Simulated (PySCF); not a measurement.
CH₈O₆Si₂, SMILES C[Si](O)(O)O[Si](O)(O)O, singlet at its GFN2-xTB optimised geometry (Å):

```
17

Si     0.0992     0.2078     0.0000
O     -0.5601    -0.4765    -1.3271
O      1.7240     0.2078     0.0000
O     -0.3966     1.7498     0.0000
O     -0.4091    -0.6565     1.2612
Si    -1.8153    -1.4501     1.5829
C     -3.1512    -0.2217     2.1058
O     -1.5599    -2.4341     2.8414
O     -2.1862    -2.3306     0.2648
H     -0.5126     0.0139    -2.1438
H      2.1862    -0.5914     0.2348
H     -0.0759     2.3306     0.6836
H     -2.9402     0.1921     3.0857
H     -3.2185     0.6028     1.4025
H     -4.1215    -0.7033     2.1545
H     -1.0014    -3.2011     2.7400
H     -1.9146    -1.9558    -0.5739
```

Method: PySCF with CAM-B3LYP/def2-SVP. Cells within 0.4 Å of a nucleus heavier than hydrogen are left out (blank, or x).

Map of the Laplacian of the electron density (e/bohr⁵), clipped to [-1.50, 1.50] on the plane z = 1.2 Å:

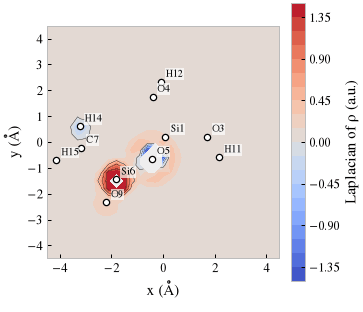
Fig. 1. Laplacian of the electron density (e/bohr⁵), clipped to [-1.50, 1.50] on the plane z = 1.2 Å.
